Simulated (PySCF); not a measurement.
## Electronic structure of AlP (charge −1, doublet) in real space

```xyz
2

Al    0.0000    0.0000   -1.1384
P     0.0000    0.0000    0.9916
```

Level of theory: PySCF, PBE0/def2-TZVPPD, non-relativistic Hamiltonian with scalar-relativistic core potentials where named, at a bond length of 2.130 Å.

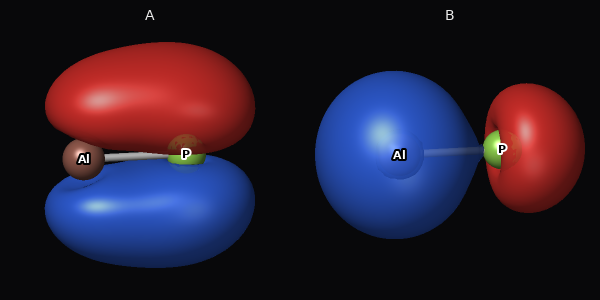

Figure 1. Two frontier β-spin orbitals, each drawn at the value that holds 80 % of its norm (blue and red are the two phases), in no order; of a degenerate pair one member is drawn.

**Name the orbitals and rank them from lowest to highest energy.**

Orbital B: σ, occupied in this spin, −2.84 eV; shared between the atoms (Al 65 %, P 35 %).
Orbital A: π, occupied in this spin, −0.35 eV; bonding, with no node between the atoms.

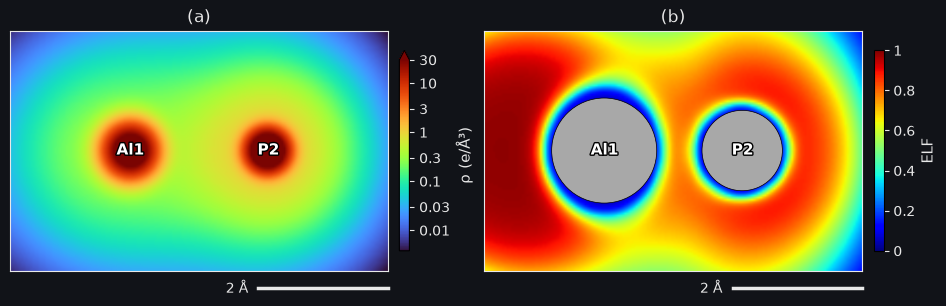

Figure 2. (a) total electron density; (b) electron localisation function on a plane that holds the molecular axis. Grey discs cover the atomic cores in the ELF map.

**What do the fields say about this system?**

- The plane passes through Al and P nuclei.
- Al–P (2.13 Å): ρ at the midpoint is about 0.57 e/Å³; the ELF peaks at about 0.75 in the valence shell of P, 1.0 Å from its nucleus, and is about 0.75 at the midpoint.
- The ELF also peaks beside P2, away from the bonds: non-bonding electrons, paired or unpaired.
